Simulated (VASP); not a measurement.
# N on Ni(100): which site?, part 4 of 7

Where does N sit on Ni(100), and how strongly does it bind?

VASP 6.6.1, plane waves and PAW; the level of theory is named at each step.

Still holding for the runs below: The magnetic state follows from one typed start and may not be the lowest.

So far, largest spin moment in the PAW sphere (μB): step 2 (the bulk reference, job relaxation, k-mesh 19×19×19) 0.684; step 4 (surface relaxation) 0.786.

## 6. Relaxing the adsorbate, site ontop

This step: RPBE, spin-polarised from a ferromagnetic start; plane waves and PAW (Ni, N) (VASP 6.6.1).

System of this step: Ni16N (Ni(100)). The cell holds 17 atoms: 16 Ni and 1 N. Its edges and angles: a = 5.027 Å, b = 5.027 Å, c = 20.332 Å, α = 90.0°, β = 90.0°, γ = 90.0°. It derives from Ni. N over the ontop site of Ni(100). Vacuum lies along c.

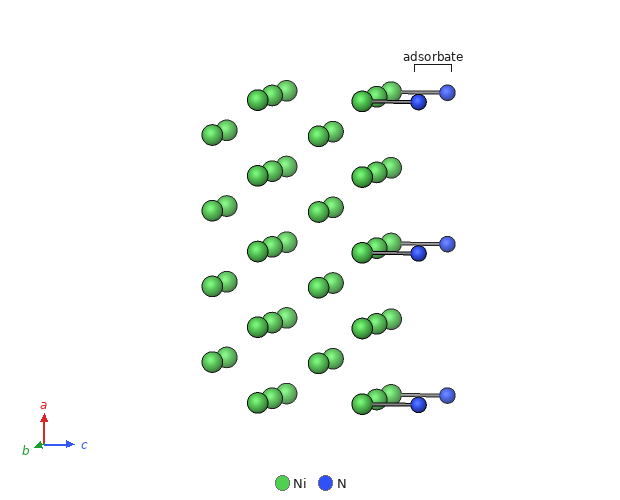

The cell of this step (nickel green, nitrogen blue). 2×1×1 cells are drawn. Some periodic images of atoms are drawn too.

The adsorbate starts over a high-symmetry site, and it relaxes with the upper layers within that symmetry.

Contents of INCAR:

```
SYSTEM = Ni16N
PREC = Normal
ENCUT = 440
EDIFF = 1E-05
NELM = 120
ISMEAR = 1
SIGMA = 0.15
LREAL = Auto
ALGO = Fast
GGA = RP
NBANDS = 120
ISPIN = 2
MAGMOM = 1 1 1 1 1 1 1 1 1 1 1 1 1 1 1 1 0
LASPH = .TRUE.
LMAXMIX = 4
LORBIT = 11
LWAVE = .FALSE.
LCHARG = .FALSE.
KPAR = 2
NCORE = 2
IBRION = 2
NSW = 50
ISIF = 2
EDIFFG = -0.03
POTIM = 0.4
MAXMIX = 40
IDIPOL = 3
LDIPOL = .TRUE.
DIPOL = 0.5 0.5 0.513
```

Contents of POSCAR:

```
Ni16N
1.0
    5.0272167418      0.0000000000      0.0000000000
    0.0000000000      5.0272167418      0.0000000000
    0.0000000000      0.0000000000     20.3321685729
Ni N
16 1
Selective dynamics
Direct
    0.2500000000      0.2500000000      0.3688735900  F F F
    0.7500000000      0.2500000000      0.3688735900  F F F
    0.2500000000      0.7500000000      0.3688735900  F F F
    0.7500000000      0.7500000000      0.3688735900  F F F
    0.0000000000      0.0000000000      0.4562912000  F F F
    0.5000000000      0.0000000000      0.4562912000  F F F
    0.0000000000      0.5000000000      0.4562912000  F F F
    0.5000000000      0.5000000000      0.4562912000  F F F
    0.2500000000      0.2500000000      0.5453232500  T T T
    0.7500000000      0.2500000000      0.5453232500  T T T
    0.2500000000      0.7500000000      0.5453232500  T T T
    0.7500000000      0.7500000000      0.5453232500  T T T
    0.0000000000      0.0000000000      0.6298322300  T T T
    0.5000000000      0.0000000000      0.6298322300  T T T
    0.0000000000      0.5000000000      0.6298322300  T T T
    0.5000000000      0.5000000000      0.6298322300  T T T
    0.0000000000      0.0000000000      0.7232802100  T T T
```

Contents of KPOINTS:

```
Automatic mesh
0
Gamma
5 5 1
0 0 0
```

PAW data sets: Ni and N (PBE family, release 64).

Command:

```console
$ mpirun -np 4 vasp_std
```

What it wrote:

```text
[banner, memory and clock lines left out]
running    4 mpi-ranks, on    1 nodes
 distrk:  each k-point on    2 cores,    2 groups
 distr:  one band on    2 cores,    1 groups

 POSCAR found type information on POSCAR NiN
 POSCAR found :  2 types and      17 ions
 [... a notice as in an earlier step ...]

 LDA part: xc-table for (Slater+PW92), standard interpolation
 POSCAR, INCAR and KPOINTS ok, starting setup
 FFT: planning ... GRIDC
 FFT: planning ... GRID_SOFT
 FFT: planning ... GRID
 WAVECAR not read
 entering main loop
       N       E                     dE             d eps       ncg     rms          rms(c)
DAV:   1     0.119456900190E+04    0.11946E+04   -0.64340E+04  2880   0.131E+03
DAV:   2     0.358956166352E+02   -0.11587E+04   -0.10854E+04  2880   0.312E+02
DAV:   3    -0.861107759743E+02   -0.12201E+03   -0.10476E+03  3208   0.130E+02
DAV:   4    -0.947964652343E+02   -0.86857E+01   -0.82957E+01  3168   0.318E+01
DAV:   5    -0.949680712574E+02   -0.17161E+00   -0.17149E+00  3296   0.433E+00    0.398E+01
RMM:   6    -0.132866717138E+03   -0.37899E+02   -0.17020E+02  2888   0.681E+01    0.608E+01
RMM:   7    -0.130937115036E+03    0.19296E+01   -0.39638E+01  2886   0.284E+01    0.758E+01
RMM:   8    -0.969864810278E+02    0.33951E+02   -0.13629E+01  2898   0.182E+01    0.489E+01
RMM:   9    -0.799467057624E+02    0.17040E+02   -0.14098E+01  2903   0.184E+01    0.314E+01
RMM:  10    -0.892936423867E+02   -0.93469E+01   -0.11354E+01  2903   0.149E+01    0.620E+01
RMM:  11    -0.832831926092E+02    0.60104E+01   -0.12909E+01  2898   0.154E+01    0.365E+01
RMM:  12    -0.809574225687E+02    0.23258E+01   -0.52976E+00  2903   0.111E+01    0.350E+01
RMM:  13    -0.785114974545E+02    0.24459E+01   -0.19844E+00  2904   0.708E+00    0.293E+01
RMM:  14    -0.778024817348E+02    0.70902E+00   -0.40932E-01  2907   0.287E+00    0.246E+01
RMM:  15    -0.766649107455E+02    0.11376E+01   -0.68602E-01  2912   0.321E+00    0.134E+01
RMM:  16    -0.770126555194E+02   -0.34774E+00   -0.78594E-01  2902   0.404E+00    0.131E+01
RMM:  17    -0.771656370601E+02   -0.15298E+00   -0.54988E-01  2908   0.331E+00    0.112E+01
RMM:  18    -0.769935539301E+02    0.17208E+00   -0.14634E-01  2901   0.165E+00    0.899E+00
RMM:  19    -0.768459579236E+02    0.14760E+00   -0.20517E-01  2933   0.160E+00    0.562E+00
RMM:  20    -0.765862031725E+02    0.25975E+00   -0.41350E-01  3093   0.203E+00    0.482E+00
RMM:  21    -0.766132998432E+02   -0.27097E-01   -0.17964E-01  2990   0.127E+00    0.513E+00
RMM:  22    -0.770495652880E+02   -0.43627E+00   -0.28268E-01  3024   0.149E+00    0.390E+00
RMM:  23    -0.771932074973E+02   -0.14364E+00   -0.55550E-02  2911   0.783E-01    0.336E+00
RMM:  24    -0.773157365842E+02   -0.12253E+00   -0.20425E-02  2914   0.450E-01    0.314E+00
RMM:  25    -0.773725186654E+02   -0.56782E-01   -0.10558E-02  2906   0.377E-01    0.136E+00
RMM:  26    -0.775544251887E+02   -0.18191E+00   -0.25941E-02  3006   0.410E-01    0.745E-01
RMM:  27    -0.777934215664E+02   -0.23900E+00   -0.32265E-02  3039   0.416E-01    0.114E+00
RMM:  28    -0.779885958995E+02   -0.19517E+00   -0.17137E-02  2982   0.296E-01    0.712E-01
RMM:  29    -0.781192139451E+02   -0.13062E+00   -0.86924E-03  2943   0.212E-01    0.651E-01
RMM:  30    -0.782049487443E+02   -0.85735E-01   -0.82430E-03  2972   0.197E-01    0.406E-01
[...]
RMM:  34    -0.782347185347E+02   -0.24570E-02   -0.20117E-04  2819   0.430E-02    0.108E-01
RMM:  35    -0.782385941786E+02   -0.38756E-02   -0.40838E-04  2905   0.461E-02    0.828E-02
RMM:  36    -0.782404965077E+02   -0.19023E-02   -0.15261E-04  2608   0.287E-02    0.495E-02
RMM:  37    -0.782422780498E+02   -0.17815E-02   -0.15887E-04  2454   0.238E-02    0.294E-02
RMM:  38    -0.782430890160E+02   -0.81097E-03   -0.56719E-05  2129   0.136E-02    0.266E-02
RMM:  39    -0.782438033438E+02   -0.71433E-03   -0.29569E-05  1973   0.973E-03    0.124E-02
RMM:  40    -0.782442951992E+02   -0.49186E-03   -0.12787E-05  1853   0.691E-03    0.131E-02
RMM:  41    -0.782447582468E+02   -0.46305E-03   -0.14200E-05  1823   0.579E-03    0.116E-02
RMM:  42    -0.782449119785E+02   -0.15373E-03   -0.66676E-06  1767   0.442E-03    0.940E-03
RMM:  43    -0.782449516955E+02   -0.39717E-04   -0.21513E-06  1378   0.282E-03    0.697E-03
RMM:  44    -0.782449627797E+02   -0.11084E-04   -0.61579E-07  1103   0.202E-03    0.444E-03
RMM:  45    -0.782449690335E+02   -0.62538E-05   -0.46307E-07  1058   0.188E-03
   1 F= -.78244969E+02 E0= -.78242575E+02  d E =-.782450E+02  mag=    12.3678
 curvature:   0.00 expect dE= 0.000E+00 dE for cont linesearch  0.000E+00
 trial: gam= 0.00000 g(F)=  0.771E+00 g(S)=  0.000E+00 ort = 0.000E+00 (trialstep = 0.100E+01)
 search vector abs. value=  0.771E+00
 bond charge predicted
       N       E                     dE             d eps       ncg     rms          rms(c)
DAV:   1    -0.784764462895E+02   -0.23148E+00   -0.12468E+02  2936   0.296E+01    0.574E+00
RMM:   2    -0.785616915875E+02   -0.85245E-01   -0.30772E+00  2900   0.627E+00    0.598E+00
RMM:   3    -0.787625792742E+02   -0.20089E+00   -0.54871E-01  2913   0.278E+00    0.301E+00
RMM:   4    -0.787308983392E+02    0.31681E-01   -0.14099E-01  2928   0.134E+00    0.168E+00
RMM:   5    -0.787254696860E+02    0.54287E-02   -0.46587E-02  2920   0.849E-01    0.208E+00
RMM:   6    -0.787149231083E+02    0.10547E-01   -0.27308E-02  2905   0.666E-01    0.994E-01
RMM:   7    -0.785961919463E+02    0.11873E+00   -0.42342E-02  2956   0.612E-01    0.107E+00
RMM:   8    -0.786495153230E+02   -0.53323E-01   -0.79811E-03  2899   0.321E-01    0.721E-01
RMM:   9    -0.787076811838E+02   -0.58166E-01   -0.57708E-03  2910   0.226E-01    0.460E-01
RMM:  10    -0.787753952029E+02   -0.67714E-01   -0.68798E-03  2947   0.207E-01    0.150E-01
RMM:  11    -0.787950229760E+02   -0.19628E-01   -0.24156E-03  2911   0.142E-01    0.154E-01
RMM:  12    -0.788109627689E+02   -0.15940E-01   -0.12209E-03  2884   0.841E-02    0.781E-02
RMM:  13    -0.788196664749E+02   -0.87037E-02   -0.91514E-04  2866   0.722E-02    0.789E-02
RMM:  14    -0.788229796504E+02   -0.33132E-02   -0.41056E-04  2790   0.546E-02    0.430E-02
RMM:  15    -0.788252428597E+02   -0.22632E-02   -0.17442E-04  2511   0.294E-02    0.451E-02
RMM:  16    -0.788256713561E+02   -0.42850E-03   -0.48934E-05  2198   0.163E-02    0.246E-02
RMM:  17    -0.788257914783E+02   -0.12012E-03   -0.17074E-05  1936   0.128E-02    0.141E-02
RMM:  18    -0.788258478023E+02   -0.56324E-04   -0.78590E-06  1847   0.893E-03    0.104E-02
RMM:  19    -0.788258673487E+02   -0.19546E-04   -0.38878E-06  1783   0.627E-03    0.609E-03
RMM:  20    -0.788258884758E+02   -0.21127E-04   -0.19205E-06  1583   0.446E-03    0.606E-03
RMM:  21    -0.788259094177E+02   -0.20942E-04   -0.96536E-07  1371   0.325E-03    0.545E-03
RMM:  22    -0.788259178375E+02   -0.84198E-05   -0.67260E-07  1193   0.250E-03
   2 F= -.78825918E+02 E0= -.78830781E+02  d E =-.580949E+00  mag=    11.7154
[... from here on, the cycles between the ionic steps are left out ...]
   3 F= -.78837552E+02 E0= -.78842742E+02  d E =-.592582E+00  mag=    11.6499
   4 F= -.78838126E+02 E0= -.78843279E+02  d E =-.593157E+00  mag=    11.6618
   5 F= -.78844781E+02 E0= -.78849950E+02  d E =-.665454E-02  mag=    11.6489
   6 F= -.78856261E+02 E0= -.78861458E+02  d E =-.181346E-01  mag=    11.6043
   7 F= -.78857294E+02 E0= -.78862495E+02  d E =-.191680E-01  mag=    11.5851
   8 F= -.78860820E+02 E0= -.78866017E+02  d E =-.352617E-02  mag=    11.5955
   9 F= -.78861028E+02 E0= -.78866214E+02  d E =-.373350E-02  mag=    11.6015
  10 F= -.78864842E+02 E0= -.78870061E+02  d E =-.381396E-02  mag=    11.5907
  11 F= -.78868137E+02 E0= -.78873432E+02  d E =-.710994E-02  mag=    11.5619
  12 F= -.78869938E+02 E0= -.78875207E+02  d E =-.180036E-02  mag=    11.5489
  13 F= -.78870709E+02 E0= -.78875940E+02  d E =-.257147E-02  mag=    11.5348
  14 F= -.78871557E+02 E0= -.78876748E+02  d E =-.848209E-03  mag=    11.5378
  15 F= -.78873429E+02 E0= -.78878511E+02  d E =-.272018E-02  mag=    11.5441
  16 F= -.78873448E+02 E0= -.78878288E+02  d E =-.273945E-02  mag=    11.5608
  17 F= -.78873989E+02 E0= -.78878960E+02  d E =-.328023E-02  mag=    11.5521
  18 F= -.78873964E+02 E0= -.78878879E+02  d E =-.325465E-02  mag=    11.5559
  19 F= -.78874028E+02 E0= -.78878978E+02  d E =-.331875E-02  mag=    11.5539
  20 F= -.78874022E+02 E0= -.78878960E+02  d E =-.331259E-02  mag=    11.5546
  21 F= -.78874254E+02 E0= -.78879168E+02  d E =-.232324E-03  mag=    11.5538
  22 F= -.78874627E+02 E0= -.78879474E+02  d E =-.605041E-03  mag=    11.5522
  23 F= -.78874687E+02 E0= -.78879509E+02  d E =-.665182E-03  mag=    11.5534
  24 F= -.78874776E+02 E0= -.78879560E+02  d E =-.754024E-03  mag=    11.5531
  25 F= -.78874860E+02 E0= -.78879657E+02  d E =-.846739E-04  mag=    11.5541
  26 F= -.78875068E+02 E0= -.78879889E+02  d E =-.292841E-03  mag=    11.5537
  27 F= -.78875089E+02 E0= -.78879919E+02  d E =-.313517E-03  mag=    11.5540
 curvature:  -1.53 expect dE=-0.336E-03 dE for cont linesearch -0.193E-05
 trial: gam= 1.02235 g(F)=  0.219E-03 g(S)=  0.000E+00 ort =-0.171E-04 (trialstep = 0.627E+00)
 search vector abs. value=  0.427E-03
 bond charge predicted
       N       E                     dE             d eps       ncg     rms          rms(c)
DAV:   1    -0.788751149339E+02   -0.29066E-04   -0.26362E-02  3064   0.441E-01    0.670E-02
RMM:   2    -0.788751281793E+02   -0.13245E-04   -0.43271E-04  2838   0.870E-02    0.506E-02
RMM:   3    -0.788751578028E+02   -0.29624E-04   -0.79198E-05  2469   0.327E-02    0.233E-02
RMM:   4    -0.788750712095E+02    0.86593E-04   -0.30538E-05  2081   0.212E-02    0.175E-02
RMM:   5    -0.788750598463E+02    0.11363E-04   -0.13767E-05  1893   0.142E-02    0.198E-02
RMM:   6    -0.788750096689E+02    0.50177E-04   -0.30705E-06  1752   0.730E-03    0.105E-02
RMM:   7    -0.788750201753E+02   -0.10506E-04   -0.11071E-06  1656   0.403E-03    0.920E-03
RMM:   8    -0.788750523471E+02   -0.32172E-04   -0.95933E-07  1501   0.315E-03    0.618E-03
RMM:   9    -0.788751059272E+02   -0.53580E-04   -0.93748E-07  1288   0.243E-03    0.603E-03
RMM:  10    -0.788751484677E+02   -0.42540E-04   -0.12099E-06  1470   0.279E-03    0.365E-03
RMM:  11    -0.788751730314E+02   -0.24564E-04   -0.82556E-07  1229   0.238E-03    0.285E-03
RMM:  12    -0.788751819700E+02   -0.89386E-05   -0.33268E-07  1060   0.193E-03
  28 F= -.78875182E+02 E0= -.78880036E+02  d E =-.928824E-04  mag=    11.5487
 trial-energy change:   -0.000093  1 .order   -0.000077   -0.000127   -0.000027
 step:   0.7932(harm=  0.7932)  dis= 0.00020  next Energy=   -78.875169 (dE=-0.801E-04)
 reached required accuracy - stopping structural energy minimisation
```

Wall time 22 min (4 MPI ranks of Intel Xeon Platinum 8559C (Emerald Rapids), shared host); peak memory 1.5 GiB; 89 min of CPU time.

Parts of OUTCAR (step 6):

```text
   k-points           NKPTS =      6   k-points in BZ     NKDIM =      6   number of bands    NBANDS=    120

   NELECT =     165.0000    total number of electrons

 dipolmoment           0.000000      0.000000      0.169489 electrons x Angstroem

 E-fermi :  -0.0157

 spin component 1
 k-point     1 :       0.0000    0.0000    0.0000
  band No.  band energies     occupation
    ...
     83      -0.5042      1.00002
     84      -0.5042      1.00002
     85      -0.3733      1.00192
     86      -0.2673      1.01956
     87      -0.0334      0.59861
     88       0.4200     -0.00016
     89       0.5762     -0.00000
     90       0.7024     -0.00000
     91       0.7024     -0.00000
     92       0.9151     -0.00000
    ...

 k-point     2 :       0.2000    0.0000    0.0000
  band No.  band energies     occupation
    ...
     84      -0.5352      1.00001
     85      -0.4792      1.00006
     86      -0.4053      1.00074
     87      -0.3831      1.00145
     88      -0.1460      1.00547
     89       0.2537     -0.01456
     90       0.9541     -0.00000
     91       1.0100     -0.00000
     92       1.1863     -0.00000
     93       1.2467     -0.00000
    ...

  Total       -6.8127777     -6.8127777     -2.8702278      0.0000000      0.0000000     -0.0000000
  in kB      -21.2420233    -21.2420233     -8.9492787      0.0000000      0.0000000     -0.0000000
  external PRESSURE =     -17.1444418 kB  Pullay stress =       0.0000000 kB

 POSITION                                       TOTAL-FORCE (eV/Angst)
 -----------------------------------------------------------------------------------
      1.25680      1.25680      7.50000         0.020714      0.020714      0.306778
      3.77041      1.25680      7.50000        -0.020714      0.020714      0.306778
      1.25680      3.77041      7.50000         0.020714     -0.020714      0.306778
      3.77041      3.77041      7.50000        -0.020714     -0.020714      0.306778
      0.00000      0.00000      9.27739         0.000000     -0.000000     -0.207453
      2.51361      0.00000      9.27739         0.000000     -0.000000     -0.264450
      0.00000      2.51361      9.27739         0.000000     -0.000000     -0.264450
      2.51361      2.51361      9.27739         0.000000     -0.000000     -0.407470
      1.25804      1.25804     11.06866        -0.002371     -0.002371     -0.013522
      3.76917      1.25804     11.06866         0.002371     -0.002371     -0.013522
      1.25804      3.76917     11.06866        -0.002371      0.002371     -0.013522
      3.76917      3.76917     11.06866         0.002371      0.002371     -0.013522
      0.00000      0.00000     12.81767         0.000000     -0.000000     -0.023233
      2.51361      0.00000     12.83704         0.000000     -0.000000      0.002327
      5.02722      2.51361     12.83704         0.000000     -0.000000      0.002327
      2.51361      2.51361     12.75707         0.000000     -0.000000     -0.004942
      5.02722      0.00000     14.44127         0.000000     -0.000000     -0.005683
 -----------------------------------------------------------------------------------
    total drift:                                0.000000      0.000000      0.026070

  FREE ENERGIE OF THE ION-ELECTRON SYSTEM (eV)
  ---------------------------------------------------
  free  energy   TOTEN  =       -78.8751819700 eV

  energy  without entropy=      -78.8897443665  energy(sigma->0) =      -78.88003610

 vacuum level on the upper side and lower side of the slab         5.929         4.720

 magnetization (x)
# of ion       s       p       d       tot
------------------------------------------
    1       -0.003  -0.021   0.779   0.755
    2       -0.003  -0.021   0.779   0.755
    3       -0.003  -0.021   0.779   0.755
    4       -0.003  -0.021   0.779   0.755
    5       -0.009  -0.026   0.720   0.685
    6       -0.008  -0.027   0.758   0.724
    7       -0.008  -0.027   0.758   0.724
    8       -0.007  -0.024   0.717   0.686
    9       -0.007  -0.026   0.744   0.710
   10       -0.007  -0.026   0.744   0.710
   11       -0.007  -0.026   0.744   0.710
   12       -0.007  -0.026   0.744   0.710
   13       -0.001  -0.012   0.389   0.377
   14       -0.012  -0.016   0.719   0.691
   15       -0.012  -0.016   0.719   0.691
   16       -0.012  -0.025   0.811   0.775
   17        0.009   0.430   0.000   0.438
--------------------------------------------------
tot         -0.101   0.069  11.685  11.654

[... 8 parts as in an earlier step ...]

[... 14 further parts left out ...]
```

CONTCAR:

```
Ni16N
   1.00000000000000
     5.0272167418000002    0.0000000000000000    0.0000000000000000
     0.0000000000000000    5.0272167418000002    0.0000000000000000
     0.0000000000000000    0.0000000000000000   20.3321685728999988
  Ni              N
    16     1
Selective dynamics
Direct
     0.2500000000000000    0.2500000000000000    0.3688735899999998   F   F   F
     0.7500000000000000    0.2500000000000000    0.3688735899999998   F   F   F
     0.2500000000000000    0.7500000000000000    0.3688735899999998   F   F   F
     0.7500000000000000    0.7500000000000000    0.3688735899999998   F   F   F
     0.0000000000000000    0.0000000000000000    0.4562912000000026   F   F   F
     0.5000000000000000    0.0000000000000000    0.4562912000000026   F   F   F
     0.0000000000000000    0.5000000000000000    0.4562912000000026   F   F   F
     0.5000000000000000    0.5000000000000000    0.4562912000000026   F   F   F
     0.2502464564128390    0.2502464564128390    0.5443913437072974   T   T   T
     0.7497535435871611    0.2502464564128390    0.5443913437072974   T   T   T
     0.2502464564128390    0.7497535435871611    0.5443913437072974   T   T   T
     0.7497535435871611    0.7497535435871611    0.5443913437072974   T   T   T
     0.0000000000000000    0.0000000000000000    0.6304131139703998   T   T   T
     0.5000000000000000    0.0000000000000000    0.6313662122312168   T   T   T
     1.0000000000000000    0.5000000000000000    0.6313662122312168   T   T   T
     0.5000000000000000    0.5000000000000000    0.6274328644087248   T   T   T
     1.0000000000000000    0.0000000000000000    0.7102672044696674   T   T   T
```

(Continued in part 5 of 7.)

[Lines on the potential files, build, host, timing and source positions are cut from VASP's logs without a mark.]

[Logs are printed without paths, hosts, clocks, repeated set-up lines and the standing remarks that a program may print on its own settings, such as how far it seeks lower states.]

[Hosts, paths, dates, database ids (printed as entryN), source tags and the programs' standing remarks are cut or masked in the printed files.]

[Runs that stopped without an error message from VASP are left out.]
